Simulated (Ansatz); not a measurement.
# TlSbS3 (model cell, started as cubic perovskite with Sb in the octahedra): a soft mode frozen in

Which phase does TlSbS3 (model cell, started as cubic perovskite with Sb in the octahedra) fall into along its unstable mode, and how much energy does it gain?

Main program and level: Ansatz 0.2.0; DFT LDA, scalar-relativistic, plane waves, PAW; PAW set soft_1.

The structure was built from a prototype and need not be the compound's stable phase.

**1. The starting structure**

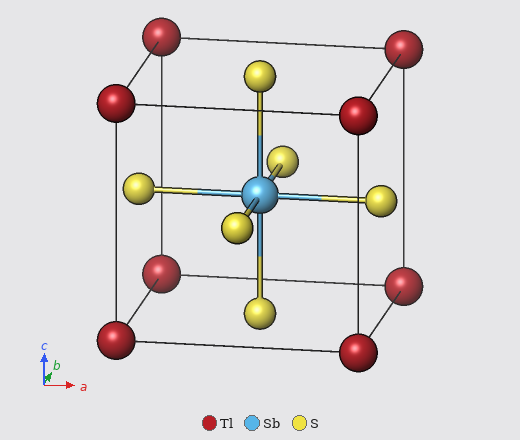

Start, viewed slightly off an axis; thallium red, antimony blue, sulfur yellow. Some periodic images of atoms are drawn too.

**2. The dispersion**

The cell comes from relaxations at this level that are not shown. Stability and thermal properties need the whole zone. Linear response on a 2×2×2 q mesh gives force constants as far as a supercell of that size would.

input.yaml reads:

```yaml
crystal:
  lattice:
    - [4.9559718062, 0.0, 0.0]
    - [0.0, 4.9559718062, 0.0]
    - [0.0, 0.0, 4.9559718062]
  atoms:
    - { symbol: Tl, position: [0.0, 0.0, 0.0] }
    - { symbol: Sb, position: [0.5, 0.5, 0.5] }
    - { symbol: S, position: [0.5, 0.5, 0.0] }
    - { symbol: S, position: [0.5, 0.0, 0.5] }
    - { symbol: S, position: [0.0, 0.5, 0.5] }
kpoints:
  mp_grid: { grid: [8, 8, 8] }
hamiltonian:
  xc: lda
  pseudopotentials: { kind: paw, azcp: { folder: soft_1 }, xc_functional: pbe }
scf:
  occupations: { method: methfessel_paxton, width: 0.2 }
output:
  eigenvalues: true
phonons:
  method: dfpt
  qmesh: [2, 2, 2]
  temperatures: { t_max: 1000, t_step: 50 }
  qpath:
    path:
      - [[0.0, 0.0, 0.0], [0.0, 0.5, 0.0], [0.5, 0.5, 0.0], [0.0, 0.0, 0.0], [0.5, 0.5, 0.5], [0.0, 0.5, 0.0]]
      - [[0.5, 0.5, 0.5], [0.5, 0.5, 0.0]]
    npoints: 10
```

Started as:

```console
$ ansatz run input.yaml --threads 4 --pin off --max-ram 16384MiB --backend cpu --events-out ev --progress --plain --runs-dir out
```

Numbers of over 12 decimals in the logs are rounded to 6 here.

The program printed:

```text
Engine: ansatz 0.2.0, aarch64-unknown-linux-gnu
Pseudopotentials: kind: paw
Pseudopotential: Tl, paw, valence charge 13, recommended cutoff 420 eV (normal), soft_1/Tl.paw.azcp
Pseudopotential: Sb, paw, valence charge 15, recommended cutoff 420 eV (normal), soft_1/Sb.paw.azcp
Pseudopotential: S, paw, valence charge 6, recommended cutoff 420 eV (normal), soft_1/S.paw.azcp
Functional definition: SPW92
  exchange = slater_x
  correlation = pw_c
Crystal: 5 atoms, lattice volume = 121.727 Å³
Basis set: ecut = 420 eV, 2373 PW (Γ), exchange–correlation on 72×72×72 points (8 copies of the dense FFT grid, shifted against one another)
Bands: 28, of which v1, the nominal top of the filled ones, is band 23 counted from 1 (22 counted from 0)
Symmetry: 48 space group operations
k-points: 35 of 512
Non-local potential: Tl, projectors of the file, l = 0: 2, l = 1: 2, l = 2: 2, l = 3: 1
Non-local potential: Sb, projectors of the file, l = 0: 2, l = 1: 2, l = 2: 2, l = 3: 1
Non-local potential: S, projectors of the file, l = 0: 2, l = 1: 2, l = 2: 1
PAW form: soft (Blöchl's): semilocal exchange-correlation on the pseudo side does not see the compensation charge
PAW frozen core: Tl, regenerated for the run's functional, and the local potential with it (the file was generated under x = pbe(κ = 0.804, μ = 0.219515), c = pbe(β = 0.066725))
PAW frozen core: Sb, regenerated for the run's functional, and the local potential with it (the file was generated under x = pbe(κ = 0.804, μ = 0.219515), c = pbe(β = 0.066725))
PAW frozen core: S, regenerated for the run's functional, and the local potential with it (the file was generated under x = pbe(κ = 0.804, μ = 0.219515), c = pbe(β = 0.066725))
PAW one-centre angular grid: Tl, 590 points (default); XC on 64 Gauss nodes
PAW one-centre angular grid: Sb, 590 points (default); XC on 64 Gauss nodes
PAW one-centre angular grid: S, 110 points (default); XC on 64 Gauss nodes
Initial density: superposition of atomic densities (chi_scale 0.1, normalization cell, long waves kept (reshape's long-wave potential 0.03 eV rms))
Initial wavefunctions: pseudopotential atomic-orbital guess
Functional: x = slater, c = lda
SCF iter   1: F=—  HF=-20092.978312 eV  |F-HF|=—  |Δ(HF+E_count)|=         —  Δρ=2.88e-2  dr2=2.43e0  ethr=3.10e-3  ⟨swp⟩=7.7  Hψ=4924  notcnv=0
preconditioner: auto → Kerker (q_TF=auto, 2.320 Å⁻¹)  [metal: Δε(μ)=0.037 eV  Ē_g=10.342 eV  σ=0.200 eV  W_gap=0.15  n_scr=26 (ndim 8)  ℏωp=20.2 eV  f_vac=0.000  D(μ)=3.65/eV (n_scr^D=26)]
SCF iter   2: F=—  HF=-20092.430886 eV  |F-HF|=—  |Δ(HF+E_count)|=   5.47e-1  S|Δr|=    0.00e0  Δρ=1.61e-2  dr2=9.35e-1  ethr=3.10e-3  ⟨swp⟩=2.8  Hψ=1625  notcnv=0  defer=10
SCF iter   3: F=—  HF=-20092.130551 eV  |F-HF|=—  |Δ(HF+E_count)|=   3.00e-1  S|Δr|=    0.00e0  Δρ=3.92e-3  dr2=7.89e-2  ethr=2.03e-3  ⟨swp⟩=2.8  Hψ=1777  notcnv=0  defer=10
SCF iter   4: F=—  HF=-20092.100450 eV  |F-HF|=—  |Δ(HF+E_count)|=   3.01e-2  S|Δr|=    0.00e0  Δρ=1.44e-3  dr2=7.16e-3  ethr=1.71e-4  ⟨swp⟩=2.6  Hψ=1712  notcnv=0  defer=7
SCF iter   5: F=—  HF=-20092.098145 eV  |F-HF|=—  |Δ(HF+E_count)|=   2.30e-3  S|Δr|=    0.00e0  Δρ=5.19e-4  dr2=4.88e-4  ethr=1.56e-5  ⟨swp⟩=2.9  Hψ=1925  notcnv=0  defer=5
SCF iter   6: F=—  HF=-20092.097986 eV  |F-HF|=—  |Δ(HF+E_count)|=   1.59e-4  S|Δr|=    0.00e0  Δρ=1.28e-4  dr2=2.71e-5  ethr=1.06e-6  ⟨swp⟩=2.0  Hψ=1675  notcnv=0  defer=5
SCF iter   7: F=—  HF=-20092.097995 eV  |F-HF|=—  |Δ(HF+E_count)|=   9.11e-6  S|Δr|=    0.00e0  Δρ=2.34e-5  dr2=5.91e-7  ethr=5.90e-8  ⟨swp⟩=2.4  Hψ=1581  notcnv=0  defer=5
SCF iter   8: F=—  HF=-20092.097987 eV  |F-HF|=—  |Δ(HF+E_count)|=   8.53e-6  S|Δr|=    0.00e0  Δρ=5.95e-6  dr2=5.04e-8  ethr=1.28e-9  ⟨swp⟩=2.3  Hψ=1658  notcnv=0  defer=5
SCF iter   9: F=—  HF=-20092.097987 eV  |F-HF|=—  |Δ(HF+E_count)|=   1.77e-8  S|Δr|=    0.00e0  Δρ=1.54e-6  dr2=5.08e-9  ethr=1.10e-10  ⟨swp⟩=2.4  Hψ=1817  notcnv=0  defer=5
SCF iter  10: F=—  HF=-20092.097987 eV  |F-HF|=—  |Δ(HF+E_count)|=   1.11e-9  S|Δr|=    0.00e0  Δρ=4.84e-7  dr2=4.49e-10  ethr=1.10e-11  ⟨swp⟩=2.3  Hψ=1382  notcnv=0  defer=5
SCF iter  11: F=-20092.097987 eV  HF=-20092.097987 eV  |F-HF|=0.00e0  |Δ(HF+E_count)|=  6.55e-11  S|Δr|=    0.00e0  Δρ=7.72e-8  dr2=7.64e-12  ethr=1.00e-12  ⟨swp⟩=7.3  Hψ=6339  notcnv=0
SCF 1 converged in 11 iterations: F = -20092.097987 eV  dr2 = 7.64e-12
  greatest PAW one-centre occupation: 0.997 electrons in one spin orbital (limit 2), on the Sb atom at site 1 (counted from 0), in its partial waves of l = 2
Initial density: read from a saved state, or passed on in memory by an earlier SCF of this step, an earlier step, the calling program or the single point that the run made first
iter 1 solved again at ethr=2.88e-7 eV; its pass at ethr=3.10e-3 eV (dr2=1.32e-4 eV) is discarded
SCF iter   1: F=—  HF=-20092.097986 eV  |F-HF|=—  |Δ(HF+E_count)|=         —  Δρ=7.91e-7  dr2=7.06e-10  ethr=2.88e-7  ⟨swp⟩=3.8  Hψ=8345  notcnv=0
eigensolver tolerance schedule: the retry pair's looser diagonalisation over-reported the residual by 187358.48 of it (diagonalisation noise at an unbounded share of the residual, at the tolerance the schedule requests for it); recorded, not acted on — ethr = c·dr2/N_el stays at c = 1.0e-1
preconditioner: auto → Kerker (q_TF=auto, 2.320 Å⁻¹)  [metal: Δε(μ)=0.007 eV  Ē_g=9.898 eV  σ=0.200 eV  W_gap=0.03  n_scr=26 (ndim 8)  ℏωp=20.2 eV  f_vac=0.001  D(μ)=3.96/eV (n_scr^D=26)]
SCF iter   2: F=—  HF=-20092.097987 eV  |F-HF|=—  |Δ(HF+E_count)|=   1.22e-6  S|Δr|=    0.00e0  Δρ=4.14e-7  dr2=2.00e-10  ethr=1.54e-12  ⟨swp⟩=4.8  Hψ=3311  notcnv=0
SCF iter   3: F=—  HF=-20092.097987 eV  |F-HF|=—  |Δ(HF+E_count)|=  4.73e-11  S|Δr|=    0.00e0  Δρ=2.73e-7  dr2=8.10e-11  ethr=1.00e-12  ⟨swp⟩=1.0  Hψ=980  notcnv=0
SCF iter   4: F=—  HF=-20092.097987 eV  |F-HF|=—  |Δ(HF+E_count)|=  2.55e-11  S|Δr|=    0.00e0  Δρ=1.17e-7  dr2=1.41e-11  ethr=1.00e-12  ⟨swp⟩=1.0  Hψ=980  notcnv=0
SCF iter   5: F=-20092.097987 eV  HF=-20092.097987 eV  |F-HF|=0.00e0  |Δ(HF+E_count)|=  3.64e-12  S|Δr|=    0.00e0  Δρ=2.68e-8  dr2=7.46e-13  ethr=1.00e-12  ⟨swp⟩=4.7  Hψ=2993  notcnv=0
SCF 2 converged in 5 iterations: F = -20092.097987 eV  dr2 = 7.46e-13
phonons: the bands overlap, so this run is a metal and interpolates without the dipole-dipole term. If the crystal is really an insulator or semiconductor, its LO-TO splitting is missing
NSCF: frozen V_eff on 35 k-points
NSCF: frozen V_eff on 125 k-points
DFPT response loops at q = (0, 0, 0) (fractional): preconditioner auto → Kerker (q_TF=auto, 2.320 Å⁻¹) (partly filled bands, converged f_vac=0.001); β = 1.00, the filter's whole step (`scf.mixing.beta` (0.50) is not read by the response loops under this deck's `scf.mixing.preconditioner`; to damp them name `kerker` or `kerker_dos`, under which they read `scf.mixing.beta`, and type it under 1.00, their step now; both keys bind the ground state too); Broyden in place of MSR1
NSCF: frozen V_eff on 250 k-points
DFPT response loops at q = (0, 0, -0.5) (fractional): mixed as the last ones told, above
NSCF: frozen V_eff on 250 k-points
DFPT response loops at q = (0, -0.5, -0.5) (fractional): mixed as the last ones told, above
NSCF: frozen V_eff on 250 k-points
DFPT response loops at q = (-0.5, -0.5, -0.5) (fractional): mixed as the last ones told, above
SCF converged after 11 iterations
Stability not checked: this state was not tested for a lower state beside it, because cold or Methfessel-Paxton smearing, or corrected tetrahedra, fill the levels in a way that the test cannot read (fill_not_monotonic; see scf.lower_state_search)
Free energy (F): -20092.097987 eV
Harris-Foulkes:  -20092.097987 eV  (|F-HF|=0.00e0)
Internal energy: -20092.093256 eV  (E = F + TS)
E sigma→0 (E₀):  -20092.096804 eV
Entropy (-TS):   -0.004731 eV (-0.946 meV/atom)
Fermi energy:    6.687343 eV
--- Per-component energies (eV) ---
  E_band       = -226.568949
  E_kinetic    = 746.985960
  E_local      = -3147.226334  (includes V_loc(G=0)·N_el)
  E_nonlocal   = 822.224643
  E_hartree    = 1223.362398
  E_xc         = -546.733527
  E_vxc        = -462.777669  (∫ρ·V_xc dr)
  E_paw        = -16013.929507  (= ΣΔE_a)
  E_vpaw       = -632.500498  (= ΣTr[D̂ρ^β])
  E_aug_tail   = 0.000087  (compensation charges beyond the density's cutoff)
  E_ewald      = -3177.653938
  E_core_change = 0.876963  (= ΣΔE_core)
  E_smearing   = -0.004731  (= −TS)
  E_closure    = -0.000000  (closes the sum)
  Σ components = -20092.097987   (vs F -20092.097987, Δ=0.00e0)
--- Band table (eV; the first three rows and the last of 35) ---
  k-point 0: bands = [... 19 lower, 5.5270, 5.5270, 5.7507, 5.7507, 5.7507, 12.0726, 12.0726, 12.0726, ... 1 higher]
  k-point 1: bands = [... 19 lower, 5.4581, 5.7021, 5.7231, 5.7231, 5.8236, 11.6316, 11.8935, 11.8935, ... 1 higher]
  k-point 2: bands = [... 19 lower, 5.2071, 5.5905, 5.7564, 5.7564, 6.4594, 10.5057, 11.6096, 11.6096, ... 1 higher]
  k-point 34: bands = [... 19 lower, 5.0853, 6.9721, 6.9721, 6.9721, 7.9831, 7.9831, 7.9831, 10.6616, ... 1 higher]
--- Phonons (Γ-DFPT): 4 representative perturbations + reference (Σ response iterations 12) ---
  ASR residual: 2.884e-5 → 0.000e0 eV/Å²; symmetrization residual: 1.973e-5 eV/Å²
  ASR residual per site (eV/Å²): 2.31e-5 2.82e-5 2.88e-5 2.88e-5 2.88e-5
  Γ frequencies (cm⁻¹): -122.62 -122.62 -122.62 -98.71 -98.71 -98.71 -21.07 -21.07 -21.07 0.00 0.00 0.00 252.25 252.25 252.25
--- Phonons (arbitrary-q DFPT): 4 irreducible q on the 2×2×2 mesh ---
  q = [0.0000, 0.0000, 0.0000] (star 1, of the zone-centre solve; hermiticity 6.30e-6, symmetrization 8.67e-12): -122.62 -122.62 -122.62 -98.71 -98.71 -98.71 -21.07 -21.07 -21.07 -0.00 0.00 0.00 252.25 252.25 252.25
  q = [0.0000, 0.0000, -0.5000] (star 3, 9 solved perturbations in 975 linear systems a pass and spin channel, the states on 125 of 512 k-point pairs; hermiticity 1.40e-6, symmetrization 1.01e-11): -126.49 -123.49 -115.21 -115.21 -103.51 -103.51 -16.23 -16.23 9.04 36.37 36.37 162.24 272.69 272.69 285.40
  q = [0.0000, -0.5000, -0.5000] (star 3, 9 solved perturbations in 975 linear systems a pass and spin channel, the states on 125 of 512 k-point pairs; hermiticity 2.06e-6, symmetrization 3.17e-13): -143.15 -143.15 -111.63 -99.20 -99.20 -94.09 -16.57 9.18 9.18 42.80 168.19 168.19 273.24 290.53 313.67
  q = [-0.5000, -0.5000, -0.5000] (star 1, 4 solved perturbations in 350 linear systems a pass and spin channel, the states on 125 of 512 k-point pairs; hermiticity 1.60e-7, symmetrization 9.67e-12): -141.05 -141.05 -141.05 -102.35 -102.35 -102.35 -7.47 -7.47 -7.47 174.06 174.06 174.06 269.38 269.38 352.38
  sum rule: each row above includes the acoustic sum rule's correction from the zone centre's row sums; it moved no ω² by more than (0.49 cm⁻¹)²
  mesh force constants: q→R imaginary residual 3.67e-18; ASR residual 2.884e-5 → 0.000e0 eV/Å²; symmetrization residual 1.599e-14 eV/Å²
  interpolated dispersion: 62 rows × 15 modes
  density of states and harmonic sums: on the 14×14×14 q-mesh, interpolated from the force constants of a 2×2×2 supercell (no non-analytic term)
  largest difference from the sums on the solved wave vectors: F 5.02e-2 eV, S 7.34e-5 and C_V 2.32e-5 eV/K
  zero-point energy: 0.073641 eV/cell   skipped modes (ω ≤ 0): 967, of them read as no rigid motion or as one in doubt: 964 (7.979e0 modes/cell left out, lowest -143.15 cm⁻¹)   left out of the sums: 5.32e-1 of the cell's modes: C_V's classical limit lies that fraction below 3 k_B per atom; for a crystal, a wire or a layer, F and S can be off by more, and a phonons.interpolated_qmesh denser along its periods is the remedy for the sampling
```

Wall time 4.2 min (4 threads of Arm Neoverse V1, shared host); peak memory 1.3 GiB; 16 min of CPU time.

The column dr2 measures how far the density is from self-consistency, as an energy; F and HF (Harris–Foulkes) agree once it is small.

This step gave:

* volume per atom: 24.35 Å³
* gap on the k-mesh: 0 eV
* sum-rule residual before enforcement: 2.88e-5 eV/Å²
* lowest frequency on the path: -143.2 cm⁻¹
* point group: m-3m
* highest frequency on the path or at a solved wavevector: 352.4 cm⁻¹
* highest optical mode at the zone centre (no LO-TO term): 252.2 cm⁻¹
* lowest optical zone-centre mode: -122.6 cm⁻¹
* lowest mode on the q mesh (acoustic modes at Γ apart): -143.2 cm⁻¹

Frequencies (cm⁻¹) solved at each irreducible wavevector; negative means imaginary. Frequencies by wavevector, by row:

```csv
q in reciprocal lattice units,star,mode 1,mode 2,mode 3,mode 4,mode 13,mode 14,mode 15
0 0 0,1,-122.6,-122.6,-122.6,-98.7,252.2,252.2,252.2
0 0 -0.5,3,-126.5,-123.5,-115.2,-115.2,272.7,272.7,285.4
0 -0.5 -0.5,3,-143.2,-143.2,-111.6,-99.2,273.2,290.5,313.7
-0.5 -0.5 -0.5,1,-141.1,-141.1,-141.1,-102.3,269.4,269.4,352.4
```

Interpolated from a 2×2×2 q mesh. The phonon branches at the labelled points (cm⁻¹):

```csv
point,branch 1,branch 2,branch 3,branch 4,branch 12,branch 13,branch 14,branch 15
Γ,-123,-123,-123,-99,0,252,252,252
X,-126,-124,-115,-115,162,273,273,285
M,-143,-143,-112,-99,168,273,290,314
Γ,-123,-123,-123,-99,0,252,252,252
R,-141,-141,-141,-102,174,269,269,352
X,-126,-124,-115,-115,162,273,273,285
jump to R,-141,-141,-141,-102,174,269,269,352
M,-143,-143,-112,-99,168,273,290,314
```

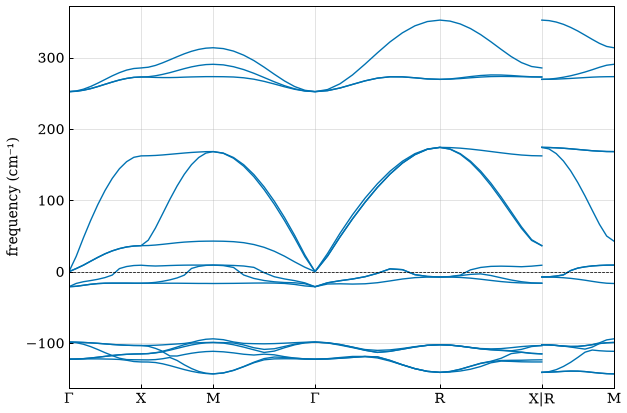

Phonon branches along the path.

Symmetry leaves 4 wavevectors to solve. The lowest mode among them, the acoustic zeros apart, lies at q = (0, -0.5, -0.5) and is imaginary, 143.2i cm⁻¹, so the energy falls along it.

**3. The mode frozen in, largest atomic shift 0 Å**

The mode followed lies at q = (-0.5, -0.5, -0.5) with frequency 141.1i cm⁻¹ and is 3-fold degenerate, one of the unstable modes though not the softest. At small amplitude the distorted cell has space group no. 139 by a symmetry search on the positions. The undistorted cell that holds it gives the zero of energy on the same k mesh.

System of this step: TlSbS3 (model cell, started as cubic perovskite with Sb in the octahedra). The structure is cubic, space group Pm-3m (No. 221). The conventional cell has a = 4.956 Å, b = 4.956 Å, c = 4.956 Å, α = 90.00°, β = 90.00°, γ = 90.00°. Nearest to Tl lie 12 S at 3.50 Å. Nearest to Sb lie 6 S at 2.48 Å. Nearest to S lie 2 Sb at 2.48 Å. Farther neighbours and most contacts between anions are not listed.

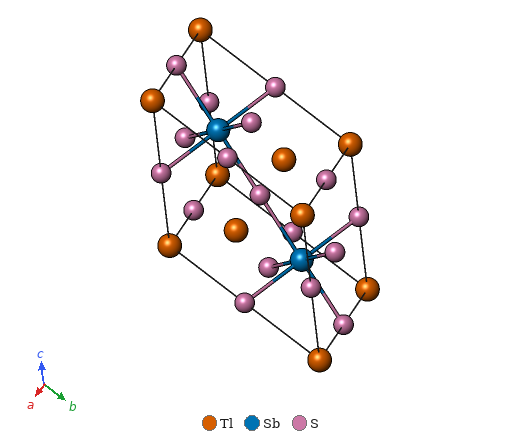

The cell of this step (thallium orange, antimony blue, sulfur pink). Some periodic images of atoms are drawn too.

input.yaml, the sections that differ from step 2:

```yaml
crystal:
  lattice:
    - [4.9559718062, 4.9559718062, 0.0]
    - [4.9559718062, 0.0, 4.9559718062]
    - [4.9559718062, 0.0, -4.9559718062]
  atoms:
    - { symbol: Tl, position: [0.0, 0.5, 0.5] }
    - { symbol: Tl, position: [0.0, 0.0, 0.0] }
    - { symbol: Sb, position: [0.5, 0.25, 0.75] }
    - { symbol: Sb, position: [0.5, 0.75, 0.25] }
    - { symbol: S, position: [0.5, 0.0, 1.0] }
    - { symbol: S, position: [0.5, 0.5, 0.5] }
    - { symbol: S, position: [0.0, 0.5, 0.0] }
    - { symbol: S, position: [0.0, 0.0, 0.5] }
    - { symbol: S, position: [0.5, 0.0, 0.5] }
    - { symbol: S, position: [0.5, 0.5, 0.0] }
output:
  forces: true
  stress: true
  eigenvalues: true
# kpoints, hamiltonian, scf: as in step 2
# phonons: removed
```

The program printed:

```text
[...]
Crystal: 10 atoms, lattice volume = 243.454 Å³
Basis set: ecut = 420 eV, 4693 PW (Γ)
Bands: 56, of which v1, the nominal top of the filled ones, is band 46 counted from 1 (45 counted from 0)
Symmetry: 96 space group operations
[...]
k-points: 29 of 512
[...]
k-point 0: bands = [... 42 lower, 5.7513, 5.7513, 6.9726, 6.9726, 6.9726, 7.9846, 7.9846, 7.9846, ... 6 higher]
  k-point 1: bands = [... 42 lower, 5.7093, 5.7888, 6.8228, 6.8228, 6.9132, 7.6706, 8.4600, 8.4600, ... 6 higher]
  k-point 2: bands = [... 42 lower, 5.8983, 6.0639, 6.6228, 6.6228, 6.7518, 6.9648, 9.3926, 9.3926, ... 6 higher]
  k-point 28: bands = [... 42 lower, 5.5268, 5.5268, 6.3191, 6.3191, 7.1610, 7.1610, 9.1277, 9.1277, ... 6 higher]
[key lines of the parts left out:]
SCF converged after 8 iterations
Free energy (F): -40184.208968 eV
Fermi energy:    6.673158 eV
P = ⅓ Tr σ = -0.0907 GPa (-0.907 kbar)
```

Wall time 6.1 s (4 threads); peak memory 0.76 GiB; 23 s of CPU time.

This step gave:

* pressure: -0.09068 GPa
* energy from the undistorted cell: 0 meV/atom

The run ends at a pressure of -0.09 GPa.

**4. The mode frozen in, largest atomic shift 0.45 Å**

The atoms are moved along the unstable eigenvector, the largest shift by 0.45 Å, with the cell fixed.

input.yaml, the sections that differ from step 3:

```yaml
crystal:
  lattice:
    - [4.9559718062, 4.9559718062, 0.0]
    - [4.9559718062, 0.0, 4.9559718062]
    - [4.9559718062, 0.0, -4.9559718062]
  atoms:
    - { symbol: Tl, position: [0.0060168152, 0.4969915924, 0.4969915924] }
    - { symbol: Tl, position: [-0.0060168152, 0.0030084076, 0.0030084076] }
    - { symbol: Sb, position: [0.5, 0.25, 0.75] }
    - { symbol: Sb, position: [0.5, 0.75, 0.25] }
    - { symbol: S, position: [0.5, 0.045399774, 1.045399774] }
    - { symbol: S, position: [0.5, 0.454600226, 0.454600226] }
    - { symbol: S, position: [0.0, 0.5, 0.0] }
    - { symbol: S, position: [0.0, 0.0, 0.5] }
    - { symbol: S, position: [0.5, 0.045399774, 0.454600226] }
    - { symbol: S, position: [0.5, 0.454600226, 0.045399774] }
# kpoints, hamiltonian, scf, output: as in step 3
```

The program printed:

```text
[...]
Crystal: 10 atoms, lattice volume = 243.454 Å³
Basis set: ecut = 420 eV, 4693 PW (Γ)
Bands: 56, of which v1, the nominal top of the filled ones, is band 46 counted from 1 (45 counted from 0)
Symmetry: 16 space group operations
[...]
k-points: 59 of 512
[...]
k-point 0: bands = [... 42 lower, 5.7886, 5.9383, 6.9307, 6.9307, 7.2699, 8.2469, 8.4903, 8.4903, ... 6 higher]
  k-point 1: bands = [... 42 lower, 5.8688, 5.9425, 6.7889, 6.8650, 7.1458, 7.9255, 8.6380, 8.9466, ... 6 higher]
  k-point 2: bands = [... 42 lower, 6.0458, 6.0526, 6.5683, 6.7293, 6.9965, 7.5570, 9.1192, 9.8352, ... 6 higher]
  k-point 58: bands = [... 42 lower, 5.6309, 5.6692, 5.7351, 6.9311, 7.2923, 7.3112, 8.9382, 8.9382, ... 6 higher]
[key lines of the parts left out:]
SCF converged after 10 iterations
Free energy (F): -40184.516241 eV
Fermi energy:    6.825464 eV
P = ⅓ Tr σ = 0.8780 GPa (8.780 kbar)
```

Run time: 14 s. Hardware: 4 threads; peak memory 0.95 GiB.

Numbers from this step:

| Item | Value |
| --- | --- |
| pressure | 0.8780 GPa |
| energy from the undistorted cell | -30.39 meV/atom |

The energy, extrapolated to zero smearing, is -30.39 meV/atom against the undistorted cell.

The run ends at a pressure of 0.88 GPa, with forces up to 0.065 eV/Å.

(Continued in part 2 of 3.)

[Logs are printed without paths, hosts, clocks, repeated set-up lines and the standing remarks that a program may print on its own settings, such as how far it seeks lower states.]

[Hosts, paths, dates, database ids (printed as entryN), source tags and the programs' standing remarks are cut or masked in the printed files.]
